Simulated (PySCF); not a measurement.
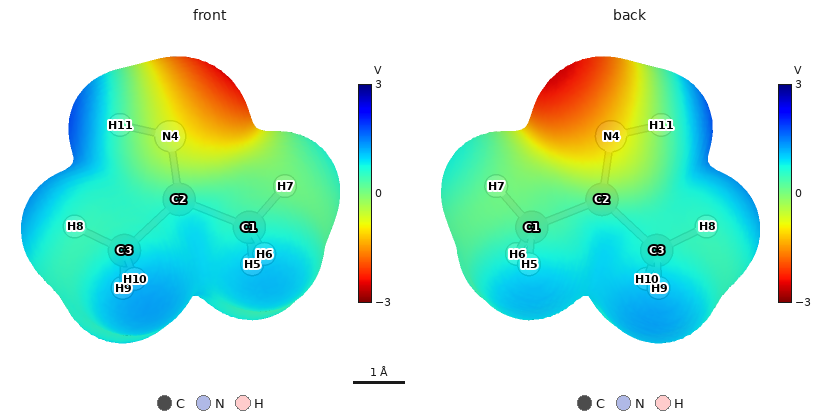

The picture shows: C₃H₇N. The molecular electrostatic potential painted on the density surface at 0.004 e/bohr³, seen from the front and from behind; the colour scale runs from red (negative) to blue (positive).

Geometry: PBE0-D3(BJ)/def2-SVP.

These are results of PBE0/pcSseg-1, SCF density, gas phase, non-relativistic (PySCF 2.14.0), not measurements.

| atom | x (Å) | y (Å) | z (Å) |
| --- | --- | --- | --- |
| C | 1.3000 | -0.5317 | -0.1024 |
| C | 0.1385 | 0.4084 | 0.0511 |
| C | -1.2275 | -0.2255 | 0.0119 |
| N | 0.3657 | 1.6508 | 0.2021 |
| H | 1.2349 | -1.0821 | -1.0552 |
| H | 1.3002 | -1.2855 | 0.7019 |
| H | 2.2403 | 0.0324 | -0.0711 |
| H | -2.0253 | 0.5209 | 0.1344 |
| H | -1.3824 | -0.7531 | -0.9434 |
| H | -1.3268 | -0.9816 | 0.8079 |
| H | -0.5195 | 2.1615 | 0.2937 |

Question: Where is the surface potential most negative and most positive?

Answer: The most negative region (about −2.5 V) lies over N4, the most positive (about +1.7 V) over H11. N4 is the likeliest acceptor of a hydrogen bond.
